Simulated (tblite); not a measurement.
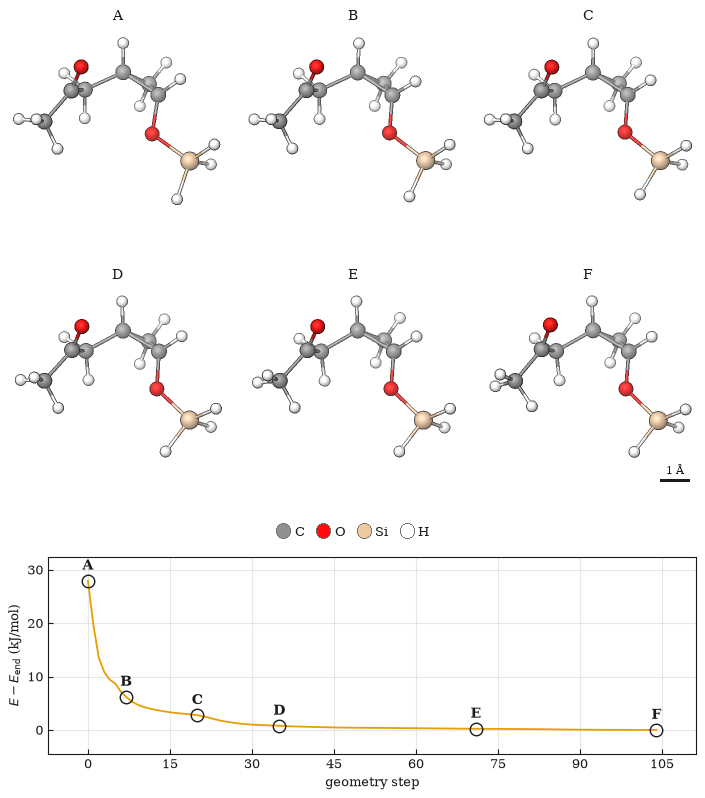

Frames of a relaxation of C6H12O2Si, marked on the history of the run. A ball-and-stick model, seen from a free direction.

All numbers below come from GFN2-xTB geometry optimisation, gas phase in tblite. 

Question: What happens along the run?

Answer: Over 104 geometry steps the energy falls by 28.0 kJ/mol. An H atom moves most after the best rigid fit: 0.51 Å. Largest moves by element: H 0.51 Å, O 0.20 Å, C 0.10 Å, Si 0.07 Å. Near-neighbour distances that change, for instance: C–O 1.443 → 1.380 Å, O–Si 1.661 → 1.619 Å, H–Si 1.495 → 1.454 Å, C–O 1.226 → 1.203 Å. Bond angles that change, for instance: C–O–Si 118.0° → 130.3°, O–Si–H 109.0° → 98.6°, O–C–H 119.5° → 113.6°. Cost: 0.9 s on 1 thread of Arm Neoverse V1, with other jobs on the host. From step 0 to 7: an H atom moves most (0.14 Å), energy −21.8 kJ/mol. From step 7 to 20: an H atom moves most (0.17 Å), energy −3.44 kJ/mol. From step 20 to 35: an H atom moves most (0.17 Å), energy −1.98 kJ/mol. From step 35 to 71: an H atom moves most (0.15 Å), energy −0.56 kJ/mol. From step 71 to 104: an H atom moves most (0.17 Å), energy −0.22 kJ/mol.

| step | E − E(0), kJ/mol |
| --- | --- |
| 0 | 0.00 |
| 1 | -8.39 |
| 2 | -14.50 |
| 3 | -17.14 |
| 4 | -18.57 |
| 5 | -19.27 |
| 6 | -20.78 |
| 7 | -21.76 |
| 8 | -22.64 |
| 9 | -23.19 |
| 10 | -23.60 |
| 15 | -24.65 |
| 20 | -25.20 |
| 25 | -26.35 |
| 30 | -26.96 |
| 35 | -27.18 |
| 40 | -27.37 |
| 45 | -27.49 |
| 50 | -27.56 |
| 55 | -27.59 |
| 59 | -27.63 |
| 64 | -27.68 |
| 69 | -27.73 |
| 74 | -27.76 |
| 79 | -27.79 |
| 84 | -27.83 |
| 89 | -27.90 |
| 94 | -27.94 |
| 99 | -27.95 |
| 104 | -27.96 |
